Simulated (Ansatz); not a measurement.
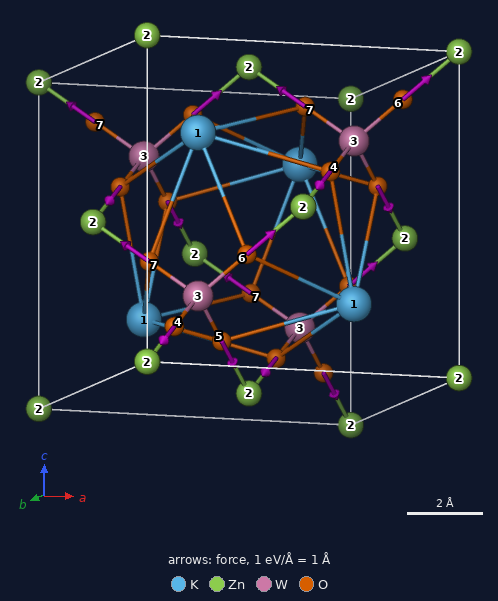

Starting geometry of a crystal of KZnWO₄ (a generated structure, set up in F-43m) (coarse preliminary run) with the computed forces as purple arrows. The picture is a ball-and-stick view of the conventional cell (4 times the calculation's cell), seen from a free direction. Lengths and directions refer to the drawn axes.

Theory: DFT PBE, scalar-relativistic, plane waves, PAW (Ansatz). Set-up: plane-wave cutoff 420 eV; k-point mesh 4 × 4 × 4; occupations gaussian; smearing width 0.1 eV; no spin polarisation; cell and atoms relaxed; force threshold 0.04 eV/Å; at most 70 steps.

Question: What follows when this structure is relaxed?

Answer: It isn't relaxed: the largest force vector, on O atoms, is 1.07 eV/Å. The atoms end up moving mostly along the starting forces (cosine between the two patterns 1.00). After 3 accepted moves (4 points after the start) the energy has fallen by 10.8 meV per atom. Largest force component: 0.62 eV/Å at the start, 0.032 eV/Å at the end. The pressure goes from 1.51 to 0.24 GPa. The SCF was repeated once at an unchanged geometry on a basis and grid sized afresh for the cell, which shifted the energy by 1.7 meV per atom at most. The largest moves relative to the cell, 0.056 Å, are those of O4, O5, O6 and O7. O4 goes along [−1 −1 −1]. Zn and W and K stay in place. The drawn cell changes as follows: a = b = c 8.832 → 8.698 Å (−1.5 %); the volume changes by −4.5 %. Among the contacts that change: Zn2–O4 2.045 → 1.958 Å, K1–O4 3.687 → 3.620 Å, W3–O4 1.779 → 1.809 Å. The space group stays F-43m (No. 216).

Limits of the set-up: an odd number of electrons was run without spin polarisation, which fails if the electron would localise.
